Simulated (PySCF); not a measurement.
# What a change does: NMR shielding calculation on C$_{4}$H$_{8}$Si

System: C$_{4}$H$_{8}$Si, SMILES CC#CC[SiH3].
Method of run 1: GIAO PBE0/6-31G NMR shielding, non-relativistic, gas phase (PySCF 2.14.0).

The geometry comes from this level: PBE0-D3(BJ)/def2-SVP. Text and figures count atoms from 1; the logs count them from 0 in places.

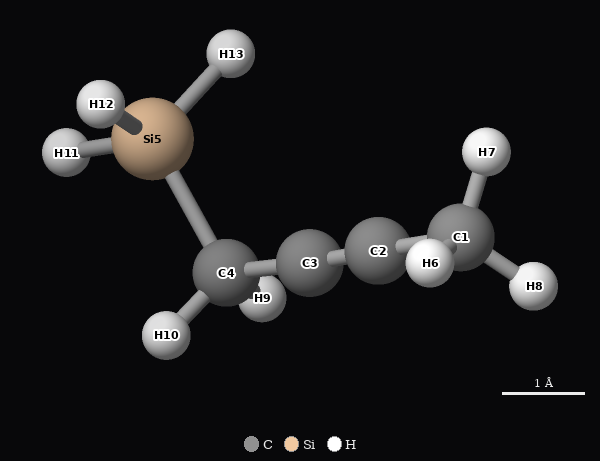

**Figure 1.** The structure as given in the input (ball-and-stick view, seen at a tilt; atoms are numbered from 1 in the order of the input). Bond lengths as drawn: C–C 1.21 to 1.45 Å, C–H 1.10 Å, C–Si 1.90 Å and H–Si 1.49 to 1.50 Å.

### Input, run 1
```
{"job": {"kind": "nmr", "xc": "PBE0", "basis": "6-31G", "pop": true}, "charge": 0, "multiplicity": 1}
C      2.759765     0.695946    -0.230686
C      1.482275     0.100590     0.128069
C      0.422461    -0.404234     0.434913
C     -0.874599    -0.959120     0.777365
Si    -2.277577     0.227182     0.297237
H      3.209758     1.216735     0.629250
H      2.645886     1.431152    -1.043045
H      3.476604    -0.068374    -0.569531
H     -1.040371    -1.921677     0.262797
H     -0.944386    -1.165547     1.859548
H     -3.594998    -0.369100     0.682209
H     -2.104258     1.528269     1.007950
H     -2.260727     0.461739    -1.176683
```

The first line tells a small driver script what to run in PySCF; the rest is the geometry in Å.

Command:
```bash
OMP_NUM_THREADS=1 python <driver script> task.json out
```

Hardware: 1 CPU thread, shared host.

### Output (run 1)
```
coarse grid: 10928 points
cycle   1  E = -446.2802683881  dE =  3.544e-01  |g| = 2.958e-01  |ddm| = 3.251e+00
cycle   2  E = -446.2859080726  dE = -5.640e-03  |g| = 2.676e-01  |ddm| = 7.107e-01
cycle   3  E = -446.3080477092  dE = -2.214e-02  |g| = 1.917e-02  |ddm| = 4.164e-01
cycle   4  E = -446.3081080537  dE = -6.034e-05  |g| = 1.270e-02  |ddm| = 3.718e-02
cycle   5  E = -446.3081508293  dE = -4.278e-05  |g| = 1.631e-03  |ddm| = 1.432e-02
cycle   6  E = -446.3081508462  dE = -1.683e-08  |g| = 1.663e-03  |ddm| = 3.887e-03
final grid: 99736 points
cycle   7  E = -446.2574812736  dE = -5.268e-06  |g| = 6.544e-03  |ddm| = 1.968e-02
cycle   8  E = -446.2574639376  dE =  1.734e-05  |g| = 1.055e-02  |ddm| = 1.865e-02
cycle   9  E = -446.2574914550  dE = -2.752e-05  |g| = 2.541e-03  |ddm| = 1.297e-02
cycle  10  E = -446.2574931376  dE = -1.683e-06  |g| = 1.260e-04  |ddm| = 2.713e-03
cycle  11  E = -446.2574931417  dE = -4.097e-09  |g| = 3.953e-05  |ddm| = 1.803e-04
cycle  12  E = -446.2574931421  dE = -4.237e-10  |g| = 5.874e-06  |ddm| = 5.409e-05
converged SCF energy = -446.2574931421

GIAO shielding tensors (ppm)
atom      isotropic    diamagn.    paramagn.     s11        s22        s33       span
  0 C      193.230     246.649     -53.419    185.691    185.821    208.177     22.486
  1 C      126.841     273.404    -146.563     49.823     56.646    274.054    224.232
  2 C      125.302     270.140    -144.838     46.825     51.837    277.243    230.418
  3 C      199.498     249.340     -49.842    188.880    192.700    216.913     28.033
  4 Si     484.942     881.304    -396.362    459.166    468.072    527.588     68.421
  5 H       30.821      28.109       2.712     25.912     29.126     37.426     11.514
  6 H       30.798      29.286       1.512     25.801     29.400     37.192     11.392
  7 H       30.836      27.931       2.905     25.901     28.986     37.621     11.720
  8 H       31.061      29.510       1.551     25.368     29.444     38.371     13.003
  9 H       31.070      29.141       1.929     25.366     29.448     38.396     13.029
 10 H       28.882      28.918      -0.036     25.249     26.551     34.846      9.597
 11 H       28.844      29.479      -0.634     25.546     27.265     33.723      8.177
 12 H       28.848      29.621      -0.773     25.556     27.247     33.741      8.185
```

Run 2 used a changed input.

### The two runs side by side

| quantity | run 1 | run 2 |
| --- | --- | --- |
| outcome | converged | converged |
| total energy (hartree) | −446.257493 | −441.129186 |
| HOMO (eV) | −6.75 | −4.91 |
| LUMO (eV) | 1.19 | 5.34 |
| dipole moment (D) | 0.50 | 0.25 |
| shielding of C1 (ppm) | 193.2 | 220.2 |
| shielding of C2 (ppm) | 126.8 | 170.4 |
| shielding of C3 (ppm) | 125.3 | 168.2 |
| shielding of C4 (ppm) | 199.5 | 230.8 |
| shielding of Si5 (ppm) | 484.9 | 582.4 |
| shielding of H11 (ppm) | 28.9 | 30.7 |
| shielding of H12 (ppm) | 28.8 | 30.7 |
| SCF iterations | 12 | 12 |
| basis functions | 65 | 37 |
| wall time (shared host) | 4.5 s | 2.5 s |

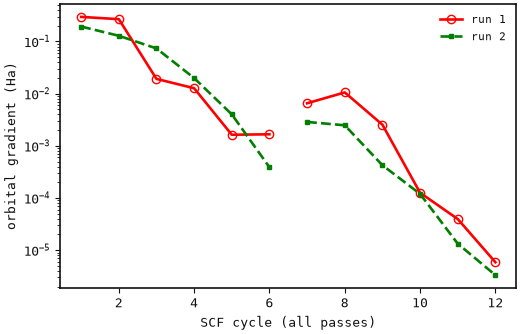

**Figure 2.** Convergence of the two runs: orbital gradient against the SCF cycle. A break in a curve parts two SCF passes (coarse and final grid). Run 1 takes 12 cycles in all, and run 2 takes 12.

Which change of the input explains these differences?

The change (lines with − go, lines with + come):
```diff
-"basis": "6-31G"
+"basis": "STO-3G"
```

The total energy of run 2 is 3218.1 kcal/mol higher, which measures the change of basis and not a stability. The HOMO goes from −6.75 to −4.91 eV. The LUMO goes from 1.19 to 5.34 eV. The dipole moment goes from 0.50 to 0.25 D. Of all shieldings, the largest change is that of Si5, by +97.5 ppm. The number of SCF iterations is the same. The basis functions go from 65 to 37.

### Output (run 2)
```
coarse grid: 10928 points
cycle   1  E = -441.1400184555  dE =  1.845e-01  |g| = 1.933e-01  |ddm| = 4.472e+00
cycle   2  E = -441.1503715437  dE = -1.035e-02  |g| = 1.285e-01  |ddm| = 5.388e-01
cycle   3  E = -441.1547426009  dE = -4.371e-03  |g| = 7.352e-02  |ddm| = 2.300e-01
cycle   4  E = -441.1561035747  dE = -1.361e-03  |g| = 1.988e-02  |ddm| = 9.032e-02
cycle   5  E = -441.1562088933  dE = -1.053e-04  |g| = 4.004e-03  |ddm| = 2.443e-02
cycle   6  E = -441.1562138426  dE = -4.949e-06  |g| = 3.882e-04  |ddm| = 5.523e-03
final grid: 99736 points
cycle   7  E = -441.1291828604  dE = -4.960e-06  |g| = 2.869e-03  |ddm| = 1.063e-02
cycle   8  E = -441.1291836541  dE = -7.937e-07  |g| = 2.473e-03  |ddm| = 7.149e-03
cycle   9  E = -441.1291854705  dE = -1.816e-06  |g| = 4.245e-04  |ddm| = 3.325e-03
cycle  10  E = -441.1291855169  dE = -4.642e-08  |g| = 1.198e-04  |ddm| = 5.272e-04
cycle  11  E = -441.1291855209  dE = -3.966e-09  |g| = 1.332e-05  |ddm| = 1.381e-04
cycle  12  E = -441.1291855209  dE = -5.093e-11  |g| = 3.321e-06  |ddm| = 2.015e-05
converged SCF energy = -441.1291855209

GIAO shielding tensors (ppm)
atom      isotropic    diamagn.    paramagn.     s11        s22        s33       span
  0 C      220.209     243.739     -23.531    213.315    213.614    233.697     20.382
  1 C      170.354     267.989     -97.635    115.162    120.791    275.110    159.948
  2 C      168.219     268.065     -99.846    109.894    116.804    277.959    168.065
  3 C      230.827     245.342     -14.515    218.381    225.518    248.581     30.199
  4 Si     582.446     868.616    -286.170    557.665    570.361    619.311     61.646
  5 H       31.406      28.940       2.466     26.380     28.620     39.219     12.839
  6 H       31.414      30.388       1.027     26.290     28.906     39.047     12.757
  7 H       31.407      28.755       2.652     26.344     28.513     39.364     13.021
  8 H       31.925      30.493       1.432     26.118     29.057     40.599     14.480
  9 H       31.928      29.786       2.143     26.114     29.059     40.612     14.497
 10 H       30.725      29.422       1.303     26.879     27.912     37.385     10.506
 11 H       30.671      31.663      -0.992     26.801     28.735     36.477      9.676
 12 H       30.674      32.165      -1.491     26.816     28.699     36.507      9.691
```
